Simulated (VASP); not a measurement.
Band structure of SnTe (relaxed from the rock salt structure, space group Fm-3m). Level of theory: PBEsol GGA, VASP's PBE PAW potentials (set 64) (plane waves; VASP).

Unless said otherwise, spin-orbit coupling is left out, though it shifts the bands of the heavy elements here.

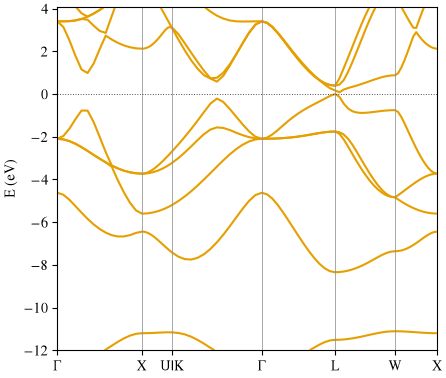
Figure. Bands along high-symmetry lines, zero at the valence-band maximum or, without a gap, the Fermi level

Problem. Read the plot: is there a gap, and where are the band edges?

Solution. The gap is indirect, 0.08 eV, from the valence maximum at L to the conduction minimum at L-W at 0.07. (Edges off the drawn lines would not show.)

The structure was generated: SnTe was put into the rock salt type (Fm-3m), which need not be its known phase. It was relaxed first, which changed the volume by +16 %.
